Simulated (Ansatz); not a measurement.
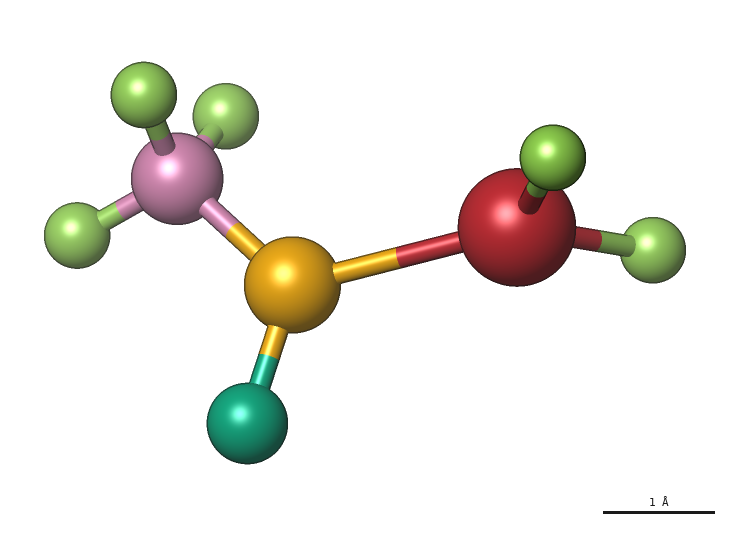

Ball-and-stick drawing of a structure. Colours: carbon pink, boron orange, fluorine teal, aluminium red, hydrogen green.

What does the picture show?

Formula CH5AlBF. As SMILES it reads `C[B](F)[AlH2]`. Coordination: 1 C tetrahedral; 1 B trigonal planar; 1 Al trigonal planar.

The parts below concern this one geometry. Atoms keep their numbers from picture to picture. The geometry was computed by an optimisation with PBE0-D4/def2-TZVP.

Geometry

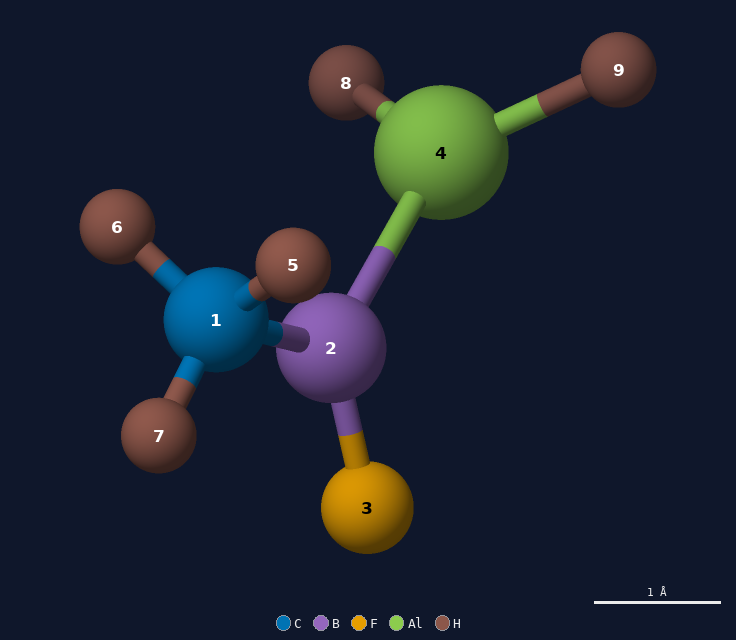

The atoms are numbered.

Which atoms are bonded, and how long are the bonds?

```csv
bond,length (Å)
C1–B2,1.563
C1–H5,1.099
C1–H6,1.095
C1–H7,1.093
B2–F3,1.340
B2–Al4,2.168
Al4–H8,1.594
Al4–H9,1.594
```

Vibrations

Harmonic vibrations computed with RKS PBE0-D4/def2-TZVP (Ansatz 0.2.0) at a stationary point of the same level.

How many vibrational modes are there, and where do they lie?

Answer. 21 modes: 37, 83, 147, 257, 307, 479, 488, 563, 779, 799, 831, 1061, 1245, 1319, 1436, 1448, 1893, 1897, 3022, 3090, 3124 cm⁻¹.

Charges

The questions are on Mulliken charges. Properties computed with RKS PBE0-D4/def2-TZVP (Ansatz 0.2.0).

Which atom carries the highest charge (most positive or least negative)?

Answer. B2 (0.24 e).

And the lowest?

Answer. C1 (−0.44 e).

List the Mulliken charges.

| atom | value (e) |
| --- | --- |
| C1 | −0.44 |
| B2 | 0.24 |
| F3 | −0.22 |
| Al4 | 0.19 |
| H5 | 0.15 |
| H6 | 0.15 |
| H7 | 0.14 |
| H8 | −0.10 |
| H9 | −0.10 |

Levels of theory compared

Program: Ansatz 0.2.0.

Compare dipole (D), HOMO energy (eV) at these levels: B3LYP-D4/def2-TZVPP; PBE-D4/def2-TZVPP; r2SCAN-D4/def2-TZVPP; ωB97M-V/def2-TZVPP.

```csv
level,dipole (D),HOMO energy (eV)
B3LYP-D4/def2-TZVPP,1.25,−6.93
PBE-D4/def2-TZVPP,1.26,−5.89
r2SCAN-D4/def2-TZVPP,1.28,−6.12
ωB97M-V/def2-TZVPP,1.24,−9.23
```

Mulliken values depend strongly on the basis set and can even reverse the polarity of a bond.
